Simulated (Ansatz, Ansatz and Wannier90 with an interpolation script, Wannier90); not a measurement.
# CsCdCl3 (Pm-3m): quasiparticle bands by Wannier interpolation, part 3 of 3

Wanted: quasiparticle gap and band widths of CsCdCl3 (Pm-3m) over the whole zone.

Ansatz 0.2.0; LDA, Wannier functions and G0W0, plane waves, PAW. Known limits of the many-body steps: not at the basis limit; d shell near the gap, gap tends to lie low; no spin-orbit coupling.

So far. Step 4 (Wannier functions by Wannier90 (Cd:5s Cl:3p) on 8×8×8): Near the gap the model misses directly solved bands by 0.4 meV r.m.s. and by 4 meV at most in the window tested. This tests the starting bands, not the corrections carried with them. Step 5 (G0W0 at every point of the mesh: 4×4×4 mesh, 528 empty …): The gap on the mesh goes from 1.51 eV to 3.41 eV, a correction of +1.90 eV.

The database entry behind the starting cell is an old determination (1928), so it need not match the best structure at ambient conditions.

### 6. Interpolating the corrections

A script adds the corrections, carried to the Wannier functions and back, to the LDA levels, along the path and on a 9×9×9 mesh.

```
G0W0 gap over the zone     : 3.412 eV
valence top at             : R
conduction bottom at       : Γ
starting gap over the zone : 1.511 eV
least direct G0W0 gap      : 4.265 eV
G0W0 gap on the mesh       : 3.412 eV
valence width, start       : 5.168 eV
valence width, G0W0        : 5.171 eV
gap by a rigid shift       : 3.413 eV
```

Levels solved directly plus the interpolated quasiparticle correction. Limits: finite bands, cutoff and mesh; d shell near the gap, gap tends to lie low; no spin-orbit coupling. Quasiparticle bands along the path, in eV, zero at the valence-band top of each set:

| point | band 22 | band 23 | band 24 | band 25 | band 26 |
| --- | --- | --- | --- | --- | --- |
| Γ | -1.29 | -0.85 | -0.85 | -0.85 | 3.41 |
| X | -1.27 | -1.27 | -1.16 | -1.16 | 6.20 |
| M | -1.43 | -1.43 | -0.62 | -0.01 | 8.02 |
| Γ | -1.29 | -0.85 | -0.85 | -0.85 | 3.41 |
| R | -0.60 | -0.60 | 0.00 | 0.00 | 7.63 |
| X | -1.27 | -1.27 | -1.16 | -1.16 | 6.20 |
| jump to R | -0.60 | -0.60 | 0.00 | 0.00 | 7.63 |
| M | -1.43 | -1.43 | -0.62 | -0.01 | 8.02 |

The same for LDA:

| point | band 22 | band 23 | band 24 | band 25 | band 26 |
| --- | --- | --- | --- | --- | --- |
| Γ | -0.92 | -0.59 | -0.59 | -0.59 | 1.51 |
| X | -0.91 | -0.91 | -0.86 | -0.86 | 4.25 |
| M | -1.07 | -1.07 | -0.29 | -0.01 | 6.04 |
| Γ | -0.92 | -0.59 | -0.59 | -0.59 | 1.51 |
| R | -0.27 | -0.27 | 0.00 | 0.00 | 5.65 |
| X | -0.91 | -0.91 | -0.86 | -0.86 | 4.25 |
| R | -0.27 | -0.27 | 0.00 | 0.00 | 5.65 |
| M | -1.07 | -1.07 | -0.29 | -0.01 | 6.04 |

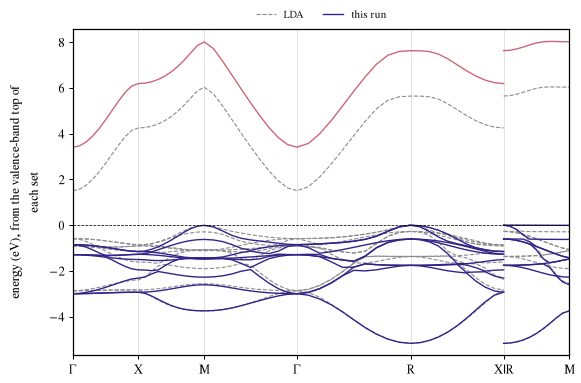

Quasiparticle bands along the path; lines of filled and empty bands in two colours; dashed: LDA.

Minima of the lowest conduction band, from levels solved directly at the displaced points, plus the interpolated correction; masses are left empty at degenerate points, on flat bands and where the interpolated correction rules the curvature; G0W0 masses are rough. Conduction valleys, by row:

| point | k (reciprocal lattice) | valleys in the zone | G0W0 level above the valence top (eV) | LDA level above the valence top (eV) | G0W0 principal masses (m_e) | LDA principal masses (m_e) |
| --- | --- | --- | --- | --- | --- | --- |
| Γ | 0.000 0.000 0.000 | 1 | 3.412 | 1.511 | 0.244 0.244 0.244 | 0.229 0.229 0.229 |

Second differences of levels solved directly at the displaced points, plus the interpolated correction, at the quasiparticle band edges; no spin-orbit coupling; left empty where the band is flat or the interpolated correction rules the curvature. Effective masses, by row:

| carrier | point | Cartesian direction | band | LDA mass (m_e) | G0W0 mass (m_e) |
| --- | --- | --- | --- | --- | --- |
| hole | R | 100 | 24 | 0.277 | 0.278 |
| hole | R | 010 | 24 | 0.277 | 0.278 |
| hole | R | 001 | 24 | 0.277 | 0.278 |
| hole | R | 110 | 25 | 1.092 | 1.1 |
| hole | R | 110 | 24 | 0.368 | 0.37 |
| hole | R | 111 | 25 | 0.551 | 0.554 |
| hole | R | 111 | 24 | 0.551 | 0.554 |
| electron | Γ | 100 | 26 | 0.229 | 0.243 |
| electron | Γ | 010 | 26 | 0.229 | 0.243 |
| electron | Γ | 001 | 26 | 0.229 | 0.243 |
| electron | Γ | 110 | 26 | 0.229 | 0.243 |
| electron | Γ | 111 | 26 | 0.229 | 0.243 |

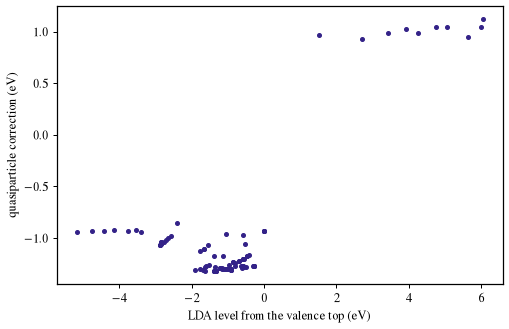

The correction of every computed level, on the run's own energy scale, against its starting energy.

### 7. LDA+SOC bands, for comparison

The many-body steps leave out spin-orbit coupling, so its effect is taken from a two-component run, with twice the bands.

This step: DFT, LDA with spin-orbit coupling, plane waves, PAW.

The input, input.yaml:

```yaml
crystal:
  lattice:
    - [5.2, 0.0, 0.0]
    - [0.0, 5.2, 0.0]
    - [0.0, 0.0, 5.2]
  atoms:
    - { symbol: Cs, position: [0.0, 0.0, 0.0] }
    - { symbol: Cd, position: [0.5, 0.5, 0.5] }
    - { symbol: Cl, position: [0.0, 0.5, 0.5] }
    - { symbol: Cl, position: [0.5, 0.0, 0.5] }
    - { symbol: Cl, position: [0.5, 0.5, 0.0] }
kpoints:
  mp_grid: { grid: [4, 4, 4] }
  band_path:
    path:
      - [[0.0, 0.0, 0.0], [0.0, 0.5, 0.0], [0.5, 0.5, 0.0], [0.0, 0.0, 0.0], [0.5, 0.5, 0.5], [0.0, 0.5, 0.0]]
      - [[0.5, 0.5, 0.5], [0.5, 0.5, 0.0]]
    npoints: 10
hamiltonian:
  xc: lda
scf:
  occupations: { method: fermi_dirac, width: 0.02 }
  n_extra_bands: 10
magnetization:
  noncollinear: true
  spin_orbit: true
output:
  eigenvalues: true
  forces: true
  stress: true
```

On the command line:

```console
ansatz run input.yaml --threads 4 --pin off --max-ram 18432MiB --backend cpu --events-out ev --progress --plain --runs-dir out
```

Numbers of over 12 decimals in the logs are rounded to 6 here.

What it wrote:

```text
[...]
non-collinear run that drives no moment, with spin-orbit: no starting moment large enough to seed its density (crystal.atoms[].spin), no starting occupations that ask for one, no magnetisation constraint and no magnetic field, so the semilocal B_xc is pinned to zero
Crystal: 5 atoms, lattice volume = 140.608 Å³
Basis set: ecut = 420 eV, 2777 PW (Γ)
Bands: 60, of which v1, the nominal top of the filled ones, is band 50 counted from 1 (49 counted from 0)
Symmetry: 48 space group operations + 48 with time reversal
[...]
k-points: 10 of 64
Projection manifold: j_resolved (fully-relativistic pseudo-atomic orbitals)
[...]
SCF iter   1: F=—  HF=-16771.259713 eV  |F-HF|=—  |Δ(HF+E_count)|=         —  Δρ=5.22e-2  dr2=5.08e0  dr2_m=0.00e0 (ungated)  ethr=3.10e-3  |M|=0.00e0 ∫|m|=0.00e0 μB  |m|>n=0.0e0 m-floor=0.0e0 τ_xc=0.0e0  β_m=0.30  ⟨swp⟩=9.6  Hψ=1555  notcnv=0
[...]
spin=Noncollinear: Resta preconditioning applied to the charge; magnetization (m_x, m_y, m_z) channels mix plain (no charge-response kernel on spin).
SCF iter   2: F=—  HF=-16769.934188 eV  |F-HF|=—  |Δ(HF+E_count)|=    1.33e0  Δρ=2.72e-2  dr2=1.78e0  dr2_m=0.00e0 (ungated)  ethr=3.10e-3  |M|=0.00e0 ∫|m|=0.00e0 μB  |m|>n=0.0e0 m-floor=0.0e0 τ_xc=0.0e0  β_m=0.48  ⟨swp⟩=2.9  Hψ=569  notcnv=0  defer=30
[...]
SCF iter   8: F=-16769.152480 eV  HF=-16769.152480 eV  |F-HF|=8.41e-9  |Δ(HF+E_count)|=   1.44e-7  Δρ=4.92e-6  dr2=3.23e-8  dr2_m=0.00e0 (ungated)  ethr=2.00e-10  |M|=0.00e0 ∫|m|=0.00e0 μB  |m|>n=0.0e0 m-floor=0.0e0 τ_xc=0.0e0  ⟨swp⟩=14.1  Hψ=1558  notcnv=0
SCF 1 converged in 8 iterations: F = -16769.152480 eV  dr2 = 3.23e-8
[...]
SCF converged after 8 iterations
Magnetization: |M| = 0.0000 μB,  M = (+0.0000, +0.0000, +0.0000) μB
Absolute magnetization: 0.0000 μB (∫|m|)
  site 0: m = (+0.0000, +0.0000, +0.0000) μB, |m| = 0.0000 μB  (R = 1.52 Å)
  site 1: m = (+0.0000, +0.0000, +0.0000) μB, |m| = 0.0000 μB  (R = 1.07 Å)
  site 2: m = (+0.0000, +0.0000, +0.0000) μB, |m| = 0.0000 μB  (R = 1.07 Å)
  site 3: m = (+0.0000, +0.0000, +0.0000) μB, |m| = 0.0000 μB  (R = 1.07 Å)
  site 4: m = (+0.0000, +0.0000, +0.0000) μB, |m| = 0.0000 μB  (R = 1.07 Å)
Free energy (F): -16769.152480 eV
[...]
Internal energy: -16769.152480 eV  (E = F + TS)
E sigma→0 (E₀):  -16769.152480 eV
Fermi energy:    4.476903 eV
[...]
--- Stress (GPa, compression-positive) ---
       -1.916998       0.000000       0.000000
        0.000000      -1.916998       0.000000
        0.000000       0.000000      -1.916998
  P = ⅓ Tr σ = -1.9170 GPa (-19.170 kbar)
--- Band table (eV; the first three rows and the last of 10) ---
  k-point 0: bands = [... 46 lower, 3.1775, 3.1775, 3.1775, 3.1775, 5.2089, 5.2089, 9.2610, 9.2610, ... 6 higher]
  k-point 1: bands = [... 46 lower, 2.9636, 2.9636, 3.0747, 3.0747, 6.4047, 6.4047, 9.9292, 9.9292, ... 6 higher]
  k-point 2: bands = [... 46 lower, 2.8530, 2.8530, 2.8768, 2.8768, 7.9516, 7.9516, 10.6191, 10.6191, ... 6 higher]
  k-point 9: bands = [... 46 lower, 3.7038, 3.7038, 3.7038, 3.7038, 9.2024, 9.2024, 9.4043, 9.4043, ... 6 higher]
```

Wall time 29 s (4 threads of Arm Neoverse V1, shared host); peak memory 1 GiB; 1.9 min of CPU time.

Numbers from this step:

```yaml
pressure: -1.917 GPa
filled_bands: 50
gap: 1.505 eV
valence_top_at: R
conduction_bottom_at: Γ
least_direct_gap: 2.031 eV
```

The gap stands −0.01 eV against LDA.

Electronic bands along the path, in eV, zero at the top of the highest nominally filled band:

| point | band 47 | band 48 | band 49 | band 50 | band 51 | band 52 | band 53 | band 54 |
| --- | --- | --- | --- | --- | --- | --- | --- | --- |
| Γ | -0.53 | -0.53 | -0.53 | -0.53 | 1.50 | 1.50 | 5.56 | 5.56 |
| X | -0.85 | -0.85 | -0.83 | -0.83 | 4.25 | 4.25 | 6.92 | 6.92 |
| M | -0.30 | -0.30 | -0.01 | -0.01 | 6.03 | 6.03 | 6.88 | 6.88 |
| Γ | -0.53 | -0.53 | -0.53 | -0.53 | 1.50 | 1.50 | 5.56 | 5.56 |
| R | 0.00 | 0.00 | 0.00 | 0.00 | 5.50 | 5.50 | 5.70 | 5.70 |
| X | -0.85 | -0.85 | -0.83 | -0.83 | 4.25 | 4.25 | 6.92 | 6.92 |
| jump to R | 0.00 | 0.00 | 0.00 | 0.00 | 5.50 | 5.50 | 5.70 | 5.70 |
| M | -0.30 | -0.30 | -0.01 | -0.01 | 6.03 | 6.03 | 6.88 | 6.88 |

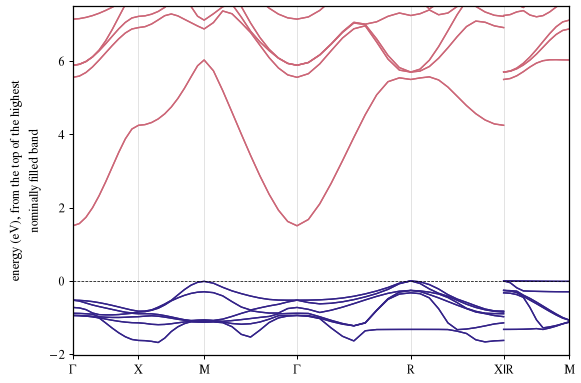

Electronic bands along the path; lines of filled and empty bands in two colours.

### 8. Results

| Quantity | Value |
| --- | --- |
| LDA gap | 1.51 eV |
| G0W0 gap over the zone | 3.41 eV, indirect |
| least direct G0W0 gap, in the model | 4.26 eV |
| with the spin-orbit change | 3.41 eV |
| GW settings | 4×4×4 mesh, 528 empty bands, screening to 140 eV |
| known limits | not at the basis limit; d shell near the gap, gap tends to lie low; no spin-orbit coupling |

What this shows: The Wannier model follows the LDA bands to under 1 meV r.m.s. near the gap. The G0W0 gap over the zone is 3.41 eV, indirect, from R to Γ; on the mesh alone it is 3.41 eV, nearly the same. The valence width in the model goes from 5.17 eV to 5.17 eV. At the band edge the lightest electron mass is 0.23 m_e at the start and 0.24 m_e in G0W0; the G0W0 masses rest on corrections from the 4×4×4 mesh alone and are rough. LDA+SOC gives a gap of 1.51 eV on the same path, a spin-orbit change of −0.01 eV that would bring the G0W0 gap to 3.41 eV. Bands and cutoff are finite, so the gap is not at the basis limit. The miss can reach some tenths of an eV and take either sign; the mesh is an error of its own. Above the frozen window of the model the interpolated levels need not meet the computed ones, even at points of the mesh. This is the ideal cubic cell; many perovskites, halides above all, are cubic only on average, and local tilts or off-centring can widen the gap. A d shell, filled or nearly so, lies near the gap. One-shot GW converges very slowly in bands there, not always from below, and on a semilocal start the gap tends to come out low; starts rich in exact exchange can overshoot instead.

[Paths, hosts, dates, memory and timing lines, banners, echoed tables and standing remarks are left out of the program output.]

[Logs are printed without paths, hosts, clocks, repeated set-up lines and the standing remarks that a program may print on its own settings, such as how far it seeks lower states.]

[Runs of the session that timed out or met a known fault of the program may be left out.]

[Hosts, paths, dates, database ids (printed as entryN), source tags and the programs' standing remarks are cut or masked in the printed files.]
